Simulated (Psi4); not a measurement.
# S2F2 (Thio-thionyl fluoride): CCSD/def2-SVPD

Aim: the vertical electron affinity of S2F2 (Thio-thionyl fluoride) at CCSD/def2-SVPD, from 2 runs. 

The calculation is run with Psi4 1.11.

3 further runs of the same task are left out: 3 set aside as unsound or not needed.

**1. The system as given**

S2F2 has 4 atoms, charge 0, and is taken as a singlet. SMILES: `FS(F)=S`. Geometry: relaxed at PBE0-D4/def2-TZVP.

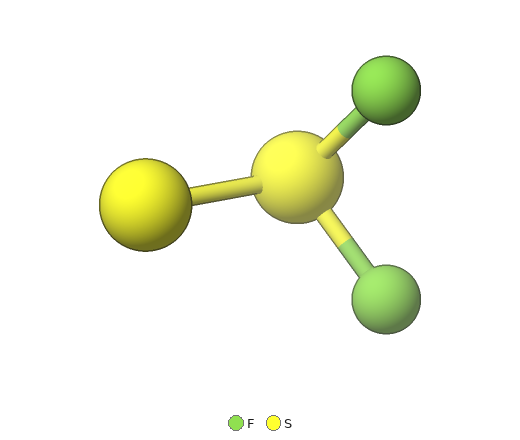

Viewed from a chosen angle; fluorine green, sulfur yellow.

**2. The energy at CCSD/def2-SVPD**

Contents of f2s2.py:

```python
import psi4

psi4.set_memory(2200000000)
psi4.set_num_threads(1)
psi4.set_output_file('psi4.out', False)

molecule = psi4.geometry("""
0 1
F      0.734930     0.336790     1.199050
S     -0.480890    -0.090070     0.240730
F      0.313460    -1.382440    -0.286190
S     -0.567510     1.135710    -1.153590
symmetry c1
no_reorient
no_com
""")

psi4.set_options({
    'puream': True,
    'e_convergence': 1e-09,
    'd_convergence': 1e-08,
    'scf_type': 'pk',
    'num_frozen_docc': 12,
})

result = psi4.energy('ccsd/def2-SVPD', molecule=molecule)
print(f'total energy {result:.8f} hartree = {result * 27.211386:.5f} eV')
```

Run with:

```console
$ python f2s2.py
```

psi4.out:

```text
[...]
  Running in c1 symmetry.
[...]
  Nuclear repulsion =  240.671041710624763
[...]
  Multiplicity = 1
[...]
  Nalpha       = 25
  Nbeta        = 25
[...]
    Number of basis functions: 100
[...]
   @RHF iter   1:  -993.34784056197338    4.57197e-02   4.83949e-03 DIIS/ADIIS
[...]
   @RHF iter  13:  -993.45877511213132   -2.84217e-12   3.60069e-09 DIIS
[...]
    Orbital Energies [Eh]
    ---------------------
    Doubly Occupied:
       1A    -92.206863     2A    -91.952758     3A    -26.365677
       4A    -26.365671     5A     -9.214038     6A     -8.989646
       7A     -6.900822     8A     -6.900722     9A     -6.896985
      10A     -6.678052    11A     -6.673646    12A     -6.672962
      13A     -1.681290    14A     -1.624158    15A     -1.147859
      16A     -0.920406    17A     -0.804508    18A     -0.783998
      19A     -0.756050    20A     -0.720890    21A     -0.685622
      22A     -0.658047    23A     -0.527073    24A     -0.426680
      25A     -0.402655
[...]
  @RHF Final Energy:  -993.45877511213132
   => Energetics <=
    Nuclear Repulsion Energy =            240.6710417106247633
    One-Electron Energy =               -1854.3454738618643205
    Two-Electron Energy =                 620.2156570391083505
    Total Energy =                       -993.4587751121313204
[...]
 Multipole Moments:
 ------------------------------------------------------------------------------------
     Multipole            Electronic (a.u.)      Nuclear  (a.u.)        Total (a.u.)
 ------------------------------------------------------------------------------------
 L = 1.  Multiply by 2.5417464519 to convert [e a0] to [Debye]
 Dipole X            :         13.4094654          -13.8684922           -0.4590267
 Dipole Y            :        -13.9034997           13.8316425           -0.0718572
 Dipole Z            :         12.2888746          -12.0753877            0.2134869
 Magnitude           :                                                    0.5113176
[...]
      * MP2 total energy                      = -994.144793394825001
[...]
      * CCSD total energy                     = -994.160418906024347
```

Standard output:

```text
total energy -994.16041891 hartree = -27052.48290 eV
```

It took 29 s on 1 thread of INTEL XEON PLATINUM 8581C at 2.30GHz (Emerald Rapids), shared host; peak memory 0.78 GiB.

**3. The doublet anion at the same level**

Contents of f2s2.xyz:

```xyz
4
F2S2
F      0.734930     0.336790     1.199050
S     -0.480890    -0.090070     0.240730
F      0.313460    -1.382440    -0.286190
S     -0.567510     1.135710    -1.153590
```

Contents of calc.py:

```python
import psi4

psi4.set_memory('2200 MB')
psi4.set_num_threads(1)
psi4.set_output_file('output.dat', False)

with open('f2s2.xyz') as f:
    atoms = ''.join(f.readlines()[2:])
molecule = psi4.geometry('-1 2\n' + atoms + 'symmetry c1')

psi4.set_options({
    'basis': 'def2-SVPD',
    'reference': 'uhf',
    'puream': True,
    'e_convergence': 1e-09,
    'd_convergence': 1e-08,
    'scf_type': 'pk',
    'num_frozen_docc': 12,
    'maxiter': 100,
})

energy_value = psi4.energy('ccsd')
print('E =', round(energy_value, 9))
```

Run with:

```console
$ python calc.py
```

output.dat:

```text
[...]
  Running in c1 symmetry.
[...]
  Nuclear repulsion =  240.671041710624763
[...]
  Multiplicity = 2
[...]
  Nalpha       = 26
  Nbeta        = 25
[...]
    Number of basis functions: 100
[...]
   @UHF iter   1:  -993.35821094647383    3.53493e-02   4.35860e-03 ADIIS/DIIS
[...]
   @UHF iter  17:  -993.45176604390213   -4.09273e-12   5.15966e-09 DIIS
[...]
   @S^2 Observed:                7.685716045E-01
[...]
    Orbital Energies [Eh]
    ---------------------
    Alpha Occupied:
       1A    -91.898202     2A    -91.701726     3A    -26.116023
       4A    -26.116014     5A     -8.912186     6A     -8.738557
       7A     -6.608249     8A     -6.598006     9A     -6.594114
      10A     -6.427147    11A     -6.424431    12A     -6.422881
      13A     -1.447006    14A     -1.393427    15A     -0.904893
      16A     -0.682047    17A     -0.598094    18A     -0.548075
      19A     -0.520574    20A     -0.484188    21A     -0.448906
      22A     -0.442427    23A     -0.280100    24A     -0.227982
      25A     -0.167898    26A     -0.030768
    Alpha Virtual:
[...]
  @UHF Final Energy:  -993.45176604390213
   => Energetics <=
    Nuclear Repulsion Energy =            240.6710417106247633
    One-Electron Energy =               -1867.1797761837797225
    Two-Electron Energy =                 633.0569684292529473
    Total Energy =                       -993.4517660439021256
  UHF NO Occupations:
  HONO-2 :   24  A 1.9970408
  HONO-1 :   25  A 1.9952818
[...]
 Multipole Moments:
 ------------------------------------------------------------------------------------
     Multipole            Electronic (a.u.)      Nuclear  (a.u.)        Total (a.u.)
 ------------------------------------------------------------------------------------
 L = 1.  Multiply by 2.5417464519 to convert [e a0] to [Debye]
 Dipole X            :          1.3860625           -1.2613671            0.1246954
 Dipole Y            :         -1.7620041            1.2580585           -0.5039456
 Dipole Z            :          1.6463117           -1.0982994            0.5480123
 Magnitude           :                                                    0.7548692
[...]
      * MP2 total energy                      = -994.139455815937140
[...]
      * CCSD total energy                     = -994.158104260983350
```

The script printed:

```text
E = -994.158104261
```

Wall time 84 s (1 thread of INTEL XEON PLATINUM 8581C at 2.30GHz (Emerald Rapids), shared host); peak memory 0.79 GiB.

**4. Results**

At CCSD/def2-SVPD, 12 core orbitals frozen:

| quantity | value |
| --- | --- |
| singlet S2F2: total energy | -994.16042 Eh |
| singlet S2F2: HOMO energy (Hartree–Fock orbitals) | -10.96 eV |
| singlet S2F2: LUMO energy (Hartree–Fock orbitals) | 1.14 eV |
| singlet S2F2: HOMO–LUMO gap (Hartree–Fock orbitals) | 12.09 eV |
| singlet S2F2: correlation energy (12 core orbitals frozen) | -701.6 mEh |
| singlet S2F2: T1 diagnostic | 0.020 |
| doublet anion: total energy | -994.15810 Eh |
| doublet anion: HOMO energy (Hartree–Fock orbitals) (highest over α and β) | -0.84 eV |
| doublet anion: LUMO energy (Hartree–Fock orbitals) (lowest over α and β) | 5.46 eV |
| doublet anion: correlation energy (12 core orbitals frozen) | -706.3 mEh |
| doublet anion: ⟨S²⟩ of the reference determinant | 0.769 |
| doublet anion: T1 diagnostic | 0.029 |
| vertical electron affinity (to the doublet anion) | -0.063 eV |

The anion lies 0.06 eV (6.1 kJ/mol) above the neutral: the electron isn't bound at this level, and such a value depends on the basis.
